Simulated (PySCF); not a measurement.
## Electronic structure of C₃H₁₀BN (SMILES CNB(C)C) in real space

Input file:

```
{"job": {"kind": "nmr", "xc": "PBE0", "basis": "pcSseg-1"}, "charge": 0, "multiplicity": 1}
C      2.069495     0.305245     0.032894
N      0.893545    -0.514179     0.214317
B     -0.437603    -0.181407     0.025822
C     -0.855300     1.277242    -0.457253
C     -1.548045    -1.285082     0.305109
H      2.623454     0.404290     0.971194
H      1.774767     1.295415    -0.302704
H      2.738118    -0.132382    -0.714481
H      1.131972    -1.446407     0.523244
H     -0.536240     2.039768     0.252097
H     -1.930853     1.380020    -0.575643
H     -0.400749     1.529007    -1.414430
H     -2.150877    -1.466982    -0.583081
H     -2.238165    -0.954099     1.079367
H     -1.137934    -2.242458     0.621637
```

Command:

```sh
OMP_NUM_THREADS=1 python probes_run.py task.json out
```

Geometry: GFN2-xTB.

Computed with PySCF, PBE0/pcSseg-1, SCF density, gas phase, non-relativistic.

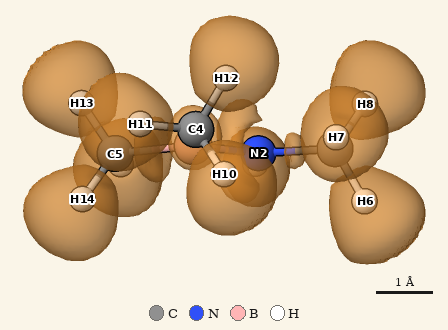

Figure 1. Isosurface of the electron localisation function at 0.85 (orange), seen from one side. Only the valence region is drawn (cores and ρ < 0.01 e/Å³ removed).

> Identify the bonds, lone pairs and shells in this picture.

At this value the surface marks out two regions between bonded B–C atoms (shared pairs), one region between bonded B–N atoms (shared pairs), one region between bonded C–N atoms (shared pairs) and ten regions around hydrogen nuclei.


B–N (1.38 Å): the ELF peaks at about 0.95 between the atoms: a short, strongly polar bond. C–N (1.44 Å): the ELF peaks at about 0.95 between the atoms: a shared electron pair.

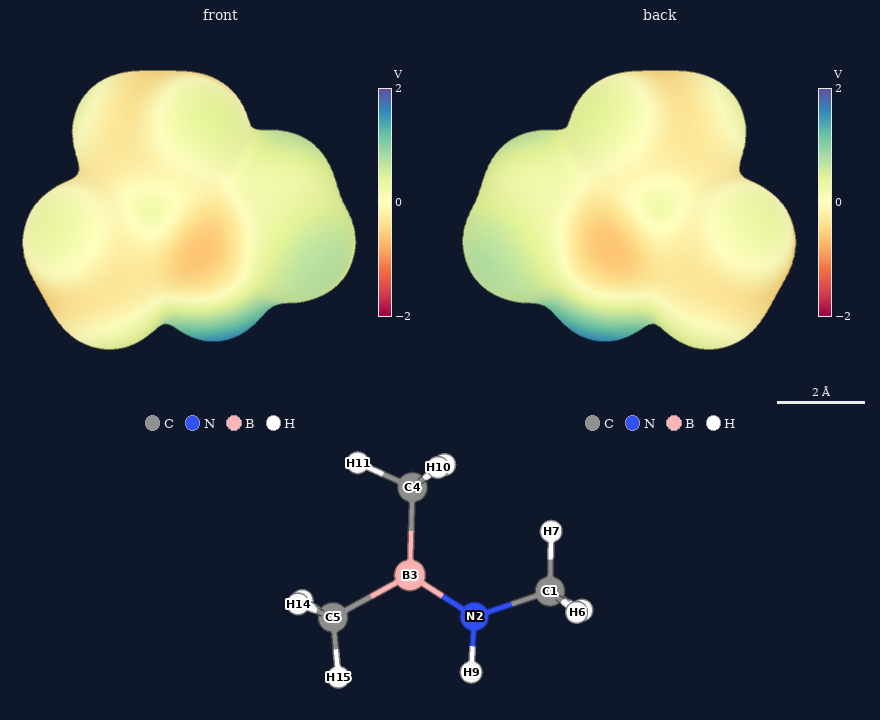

Figure 2. The molecular electrostatic potential painted on the density surface at 0.002 e/bohr³, seen from the front and from behind; red is negative and blue positive. The bare structure is drawn below in the same view.

> Which sites attract a positive test charge, and which a negative one?

A positive charge is drawn to the negative regions and a negative charge to the positive ones. The most negative region (about −0.6 V) lies over N2, the most positive (about +1.5 V) over H9.

> How polar is the molecule by this calculation?

Its dipole moment is 1.63 D.

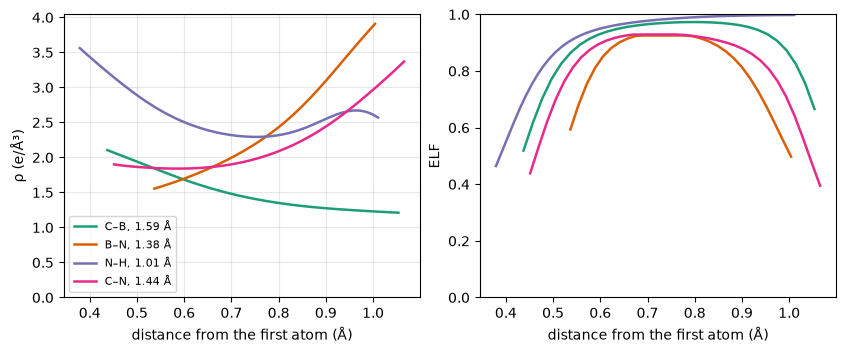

Figure 3. Total electron density and electron localisation function along straight lines between neighbouring atoms. The curves leave out the atomic cores.

> Compare the contacts.

C–B (1.59 Å): ρ at the midpoint is about 1.4 e/Å³; the ELF peaks at about 1 between the atoms, as expected for localised, covalent bonding.
B–N (1.38 Å): ρ at the midpoint is about 2 e/Å³; the ELF peaks at about 0.95 between the atoms (a polar covalent bond).
N–H (1.01 Å): ρ at the midpoint is about 2.9 e/Å³; the ELF climbs to about 1 towards the hydrogen, as it does in any bond to H: an ordinary covalent bond to hydrogen.
C–N (1.44 Å): ρ is about 1.9 e/Å³ halfway; the ELF peaks at about 0.95 between the atoms; localised, covalent bonding.
